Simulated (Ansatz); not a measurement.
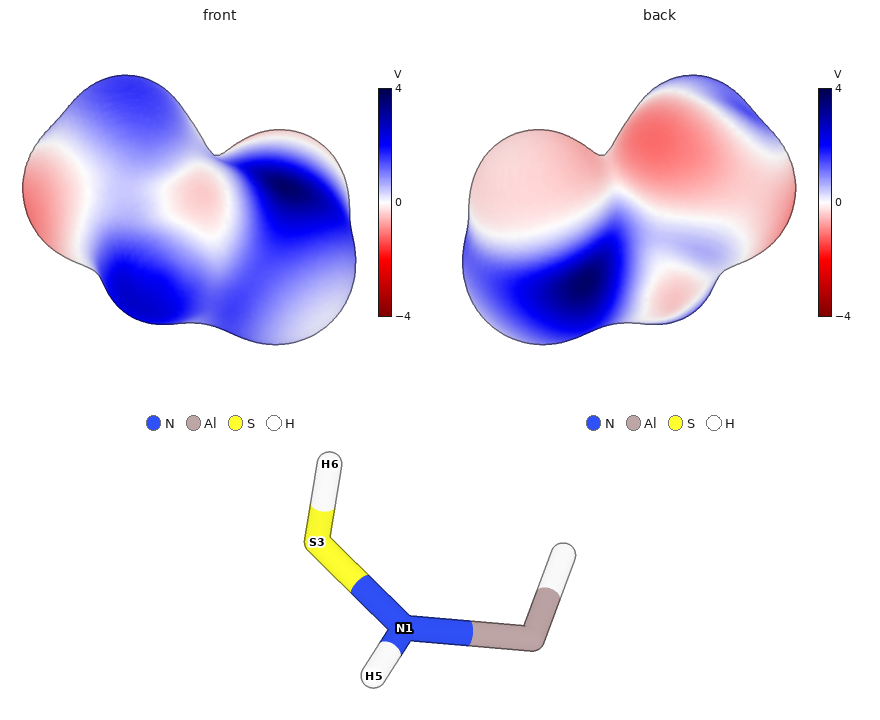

Figure. AlH3NS (doublet). The electrostatic potential painted on the density surface at 0.004 e/bohr³, seen from the front and from behind; red is negative and blue positive. The bare structure is drawn below in the same view.

Geometry: PBE0-D4/def2-TZVP.

All numbers below come from UKS PBE0-D4/def2-TZVPP (Ansatz 0.2.0).

```xyz
6

N     0.2490    0.3527   -0.3432
Al   -1.4102   -0.0099   -0.9243
S     1.1202   -0.6897    0.6753
H    -2.0840   -1.3285   -0.3205
H     0.8038    1.1384   -0.6493
H     0.8522   -0.1371    1.8789
```

Describe the electrostatic potential map.

Answer. The most negative region (about −1.1 V) lies over S3, the most positive (about +3.6 V) over Al2.
